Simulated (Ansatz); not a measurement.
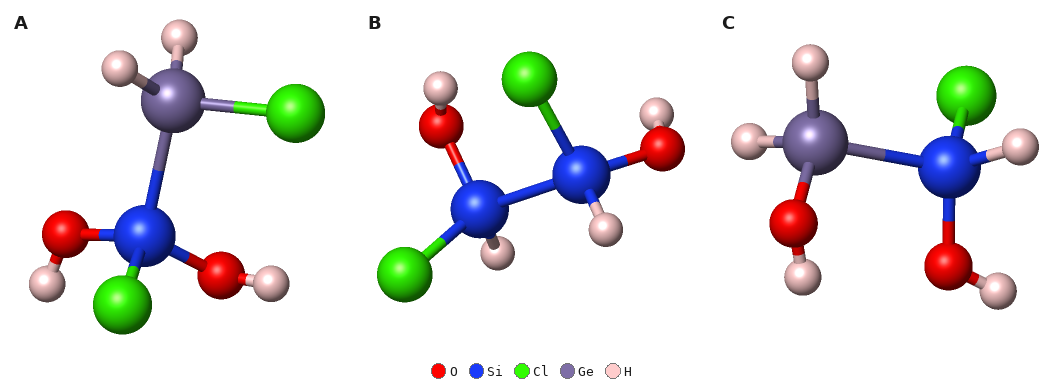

The picture comes from a calculation with Ansatz.

```xyz
10
charge 0, multiplicity 1
O     0.3433   -1.3489    1.3118
Si    0.3688   -0.6689   -0.1690
O     1.9095   -0.5472   -0.6641
Cl   -0.7386   -1.8350   -1.4548
Ge   -0.5925    1.5013   -0.1464
Cl   -2.3970    1.1769    1.0253
H    -0.5132   -1.5384    1.7020
H     2.4532   -1.3374   -0.7021
H     0.2191    2.5646    0.6071
H    -1.0525    2.0330   -1.5097
```

Question: Which picture belongs to the input above?

Answer: A. The file holds Cl2GeH4O2Si, `O[Si](O)(Cl)[GeH2][Cl]`.
